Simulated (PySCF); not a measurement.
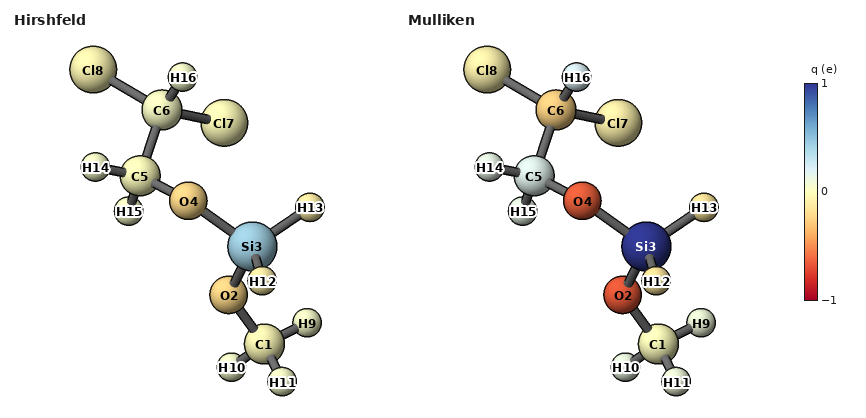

Atomic charges of one calculation by 2 schemes, on one colour scale. The geometry was computed by an optimisation with GFN2-xTB. No frequency run is at hand to confirm it as a minimum. Level of theory: PBE0/pcSseg-1 (PySCF 2.14.0).

### Which scheme gives the most polar picture (largest mean size of the charges)?

The Mulliken charges are the largest in size here.

### On which atom do the schemes disagree most?

On Si3 (from 0.43 to 0.98 e).

List the charges (e), one line for each set of equivalent atoms.

```
atom  Hirshfeld  Mulliken
  C1      −0.03      0.00
  O2      −0.23     −0.65
 Si3       0.43      0.98
  O4      −0.22     −0.63
  C5      −0.01      0.17
  C6       0.03     −0.25
 Cl7      −0.02     −0.07
 Cl8      −0.05     −0.06
  H9       0.04      0.10
 H10       0.05      0.12
 H11       0.04      0.10
 H12      −0.09     −0.14
 H13      −0.10     −0.14
 H14       0.05      0.14
 H15       0.04      0.14
 H16       0.05      0.20
```

The geometry is semi-empirical. Around Si such bond lengths and angles can be off by a tenth of an ångström or more and by several degrees, and values that hang on the shape move with them.
